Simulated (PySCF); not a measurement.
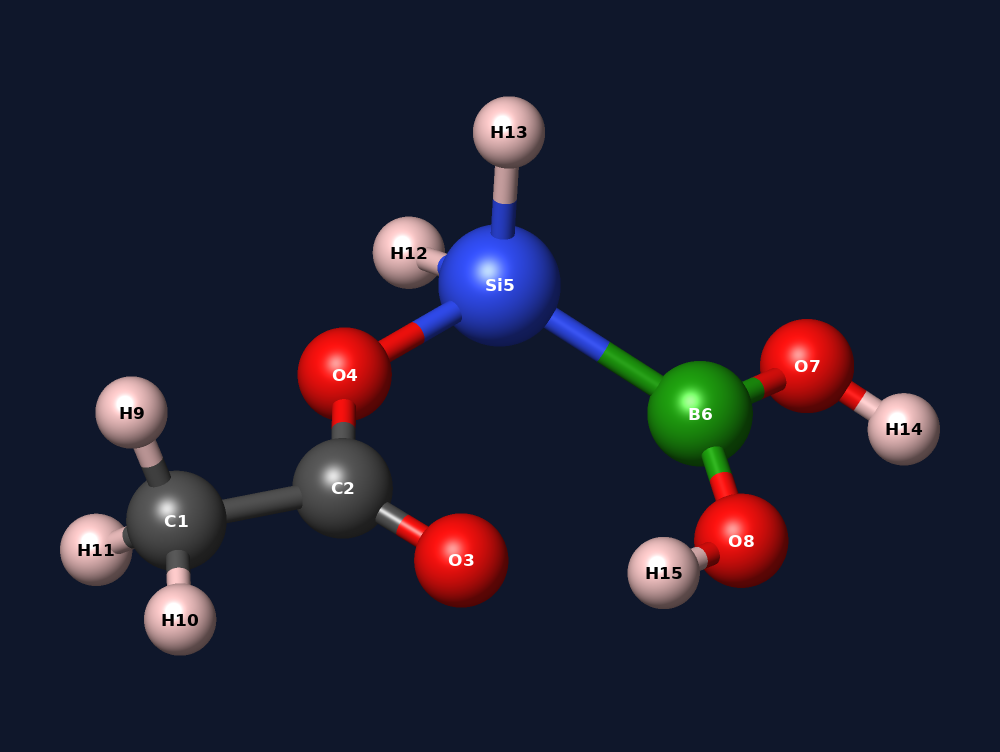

Every bond is drawn as one stick. Computed geometry: GFN2-xTB optimisation. No frequency run is at hand to confirm it as a minimum. Method: PBE0/pcSseg-1 (PySCF 2.14.0).

**Which bond has the highest Mayer bond order?**

C2–O3, 1.84, at a length of 1.211 Å.

**Which bond has the lowest Mayer bond order?**

O4–Si5, 0.75, at 1.700 Å.

List the Mayer bond orders of C1–C2, C1–H9, C1–H10, C1–H11, C2–O3, C2–O4, O4–Si5, Si5–B6, Si5–H12, Si5–H13, B6–O7, B6–O8, O7–H14, O8–H15.

```
   bond  Mayer order  length (Å)
  C1–C2         1.00       1.506
  C1–H9         0.95       1.088
 C1–H10         0.96       1.086
 C1–H11         0.95       1.087
  C2–O3         1.84       1.211
  C2–O4         1.14       1.309
 O4–Si5         0.75       1.700
 Si5–B6         0.91       1.982
Si5–H12         0.94       1.466
Si5–H13         0.94       1.473
  B6–O7         1.23       1.357
  B6–O8         1.26       1.349
 O7–H14         0.92       0.961
 O8–H15         0.89       0.968
```

The geometry is semi-empirical. Around B, Si such bond lengths and angles can be off by a tenth of an ångström or more and by several degrees, and values that hang on the shape move with them.
